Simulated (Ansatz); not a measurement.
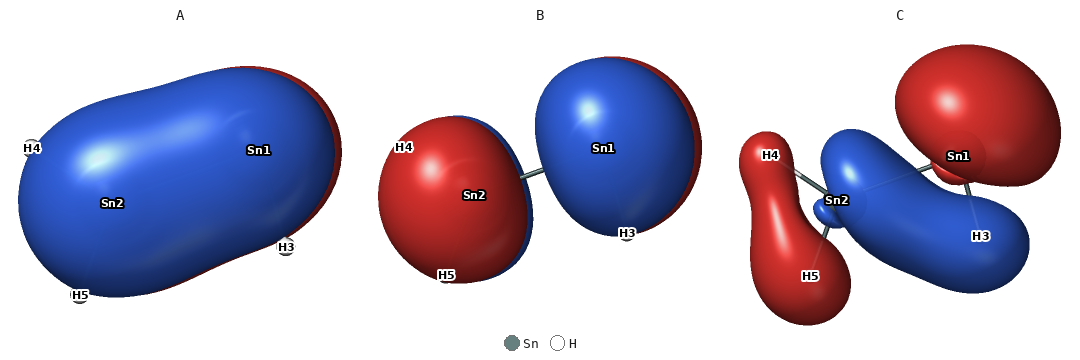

Figure. H3Sn2 (doublet). Three frontier orbitals at ±0.06 Å⁻³ᐟ² (red and blue are the two phases), in no order.

Geometry: PBE0-D4/def2-TZVP; core potentials replace the inner electrons of Sn.

Computed with UKS PBE0-D4/def2-TZVP (Ansatz).

Input file:

```
crystal:
  periodic: [false, false, false]
  atoms:
    - {symbol: Sn, position_ang: [-0.372668, 0.154791, -2.100596]}
    - {symbol: Sn, position_ang: [0.227399, 0.380249, 0.588908]}
    - {symbol: H, position_ang: [-0.789842, -1.526247, -1.720528]}
    - {symbol: H, position_ang: [0.800304, 1.794435, 1.395066]}
    - {symbol: H, position_ang: [0.134796, -0.803228, 1.837149]}
basis:
  gaussian: {orbitals: def2-TZVP, initial_orbitals: start.molden}
magnetization: {spin_polarized: true, initial_magnetization: 1}
hamiltonian: {xc: pbe0, dispersion: d4}
output: {orbitals: {seedname: orbitals}}
```

Launched as:

```sh
ansatz run in.yaml --threads 4 --pin off --events-out ev --progress --plain --max-ram 3916MiB
```

Question: Order the three orbitals by energy and name them. All are α orbitals.

Answer: C is the HOMO−1 (α) (−6.79 eV). It lies mainly on Sn1 (about 60 %), Sn2 (about 20 %), H3 (about 10 %) and H5 (about 5 %); it is symmetric in the molecular plane (an in-plane orbital: σ, lone-pair or in-plane π type). A is the HOMO (α) (−5.71 eV). By Hirshfeld shares it lies mainly on Sn2 (about 55 %) and Sn1 (about 40 %); it changes sign across the molecular plane (π type); π-bonding across Sn1–Sn2. B is the LUMO (α) (−2.54 eV). It lies mainly on Sn1 (about 55 %) and Sn2 (about 40 %); it changes sign across the molecular plane (π type); π-antibonding (a node) across Sn1–Sn2.

Question: What is the gap between the highest occupied and lowest empty α orbitals?

Answer: 3.17 eV between the orbital energies.
